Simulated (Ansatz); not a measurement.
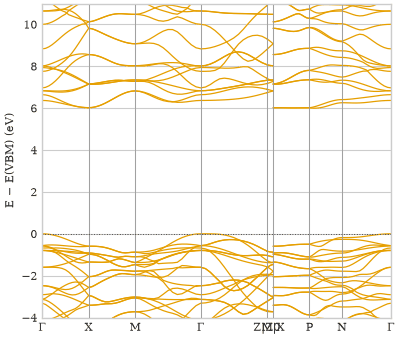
Figure: Band structure from r²SCAN in the plane-wave PAW code Ansatz

The gap is 6.00 eV; an edge lies off the plotted path or next to a special point (maximum at Γ, minimum off the standard path).

The material is HfSiO4 in space group I4_1/amd (No. 141; Hf on 4a, Si on 4b, O on 16h).

Symmetry was held in the r²SCAN relaxation. The run is not spin-polarised. Scalar-relativistic: spin–orbit coupling is off unless named, which matters more the heavier the elements.

Potentials: the earlier of the program's two PAW sets. The files were generated under PBE; for other functionals the program regenerates the frozen cores, and for LDA and PBEsol the local potential too.
